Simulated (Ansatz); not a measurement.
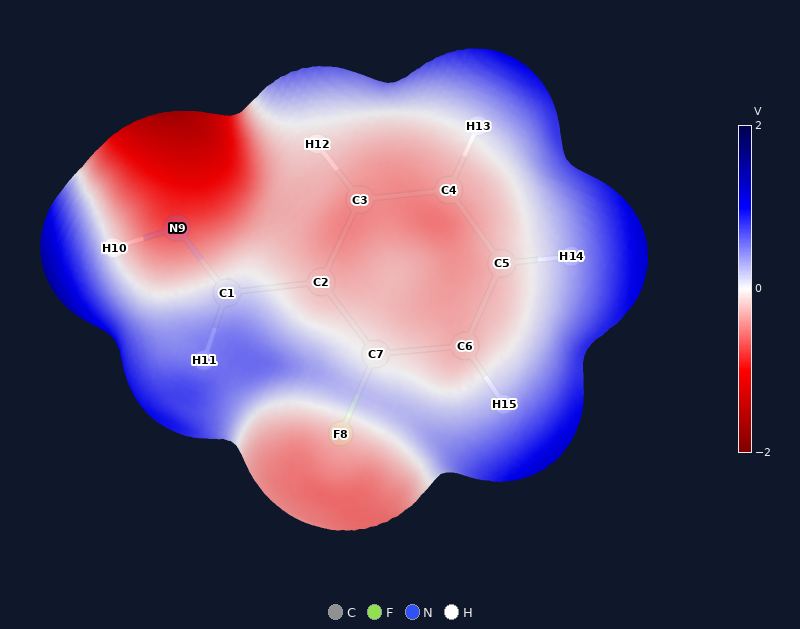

The picture shows: C7H6FN. The molecular electrostatic potential painted on the density surface at 0.002 e/bohr³, seen across its widest extent; red is negative and blue positive.

Geometry: B3LYP-D3(BJ)/def2-SVP.

These are results of isolated molecule in a Gaussian basis; Kohn-Sham density functional theory, functional PBE0 (Ansatz 0.2.0), not measurements.

Input

```
crystal:
  periodic: [false, false, false]
  atoms:
    - {symbol: C, position_ang: [1.225738, -1.129425, 1.592057]}
    - {symbol: C, position_ang: [1.160342, -0.315303, 0.363012]}
    - {symbol: C, position_ang: [0.840939, 1.053641, 0.406882]}
    - {symbol: C, position_ang: [0.781575, 1.813074, -0.757927]}
    - {symbol: C, position_ang: [1.042577, 1.213575, -1.997709]}
    - {symbol: C, position_ang: [1.362072, -0.142925, -2.070153]}
    - {symbol: C, position_ang: [1.415696, -0.883395, -0.892384]}
    - {symbol: F, position_ang: [1.723995, -2.189709, -0.968494]}
    - {symbol: N, position_ang: [0.994962, -0.623450, 2.739874]}
    - {symbol: H, position_ang: [1.086508, -1.335854, 3.470518]}
    - {symbol: H, position_ang: [1.485875, -2.190278, 1.434834]}
    - {symbol: H, position_ang: [0.643367, 1.489750, 1.387770]}
    - {symbol: H, position_ang: [0.531937, 2.874899, -0.706275]}
    - {symbol: H, position_ang: [0.997286, 1.805399, -2.914832]}
    - {symbol: H, position_ang: [1.570496, -0.639251, -3.019376]}
basis:
  gaussian: {orbitals: def2-SVPD}
hamiltonian: {xc: pbe0}
output: {forces: true, orbitals: {seedname: orbitals}}
```

Run with:

```sh
ansatz run input.yaml --threads 4 --pin off --max-ram 7830MiB --events-out events.jsonl --progress --plain --runs-dir runs
```

Where is the surface potential most negative and most positive?

The most negative region (about −1.6 V) lies over N9, the most positive (about +1.4 V) over H10. N9 is the likeliest acceptor of a hydrogen bond.

How polar is the molecule by this calculation?

Its dipole moment is 1.15 D.
